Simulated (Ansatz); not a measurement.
**Amorphous Ti20O43Al2**

It comes from a melt-quench run on a machine-learned potential (CHGNet), relaxed afterwards by DFT. O atoms were pushed apart under 1.9 Å during the dynamics, to hinder bonds among them. The hot cell started wider than the set density and was brought back towards it in steps. It is the lowest in DFT energy of 2 quenches. It is a model cell: composition and starting density were chosen by hand, and all elements were melted together. No dispersion term was used.

Methods: PBE, scalar-relativistic without spin-orbit coupling (Ansatz, a quantum-chemistry and plane-wave program); r2SCAN, scalar-relativistic without spin-orbit coupling (Ansatz); HSE06, scalar-relativistic without spin-orbit coupling (Ansatz). Geometry, pressure, stress and energy are those of the PBE run. Its sampling: a 2×2×2 Γ-centred mesh; Fermi-Dirac width 0.02 eV; no spin polarisation. Other functionals are single points at the zone centre (r2SCAN at 500 eV; exact exchange cut at the cell's faces), free to take moments where seeds were set. At PBE the levels at the filled edge of the gap are localised (band-tail or defect states).

```yaml
number_of_atoms_in_the_cell: 65
Density (volume relaxed, without dispersion): 3.65 g/cm^3
volume_per_atom: 11.90 Å³
Pressure on a 2×2×2 Γ-centred mesh: 0.03 GPa
Largest force and stress component on that mesh (the relaxation ran on the zone centre alone): 0.13 eV/Å and 0.2 GPa
Energy relative to anatase TiO2 + corundum (lowest mix at this level among the phases computed, not always the ambient ones): 0.127 eV/atom
Level gap on a 2×2×2 Γ-centred mesh (PBE): 2.38 eV
Level gap at the zone centre (PBE): 2.41 eV
Level gap at the zone centre (r2SCAN): 2.73 eV
Level gap at the zone centre (HSE06): 3.91 eV
```

Bonds are counted up to Ti-Ti 3.12 Å, Ti-O 2.64 Å, Ti-Al 2.89 Å, O-O 1.58 Å, O-Al 2.24 Å, Al-Al 2.66 Å. Two cations that share two anions don't count as bonded, nor two that share one unless they lie closer than Ti-Ti 3.04 Å, Ti-Al 2.81 Å, Al-Al 2.59 Å.

```
Item                                                                       Result
---------------------------------  ----------------------------------------------
Mean coordination of Ti by anions  5.80 (1 with 4, 4 with 5, 13 with 6, 2 with 7)
Mean coordination of O                      2.95 (11 with 2, 23 with 3, 9 with 4)
Mean coordination of Al by anions                       5.50 (1 with 5, 1 with 6)
Mean Ti-O bond                              2.001 Å (spread 0.173 Å, 116 counted)
Mean O-Al bond                               1.912 Å (spread 0.076 Å, 11 counted)
```

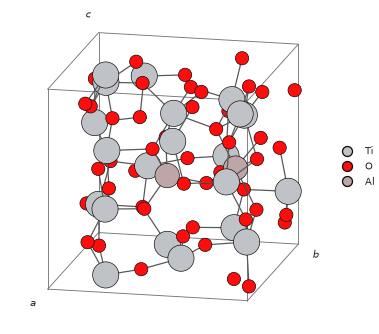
Fig. 1. The relaxed cell

Its density started from a set value of 3.56 g/cm³. The simulated quench (nominally 240 K/ps over its main leg) is rapid and tends to freeze in more defects than a deposited or slowly cooled glass has. A cell of this size samples the disorder only roughly. Volume and shape were free in the relaxation. On a 2×2×2 Γ-centred mesh force components of up to 0.13 eV/Å stay, since the relaxation ran on the zone centre alone.
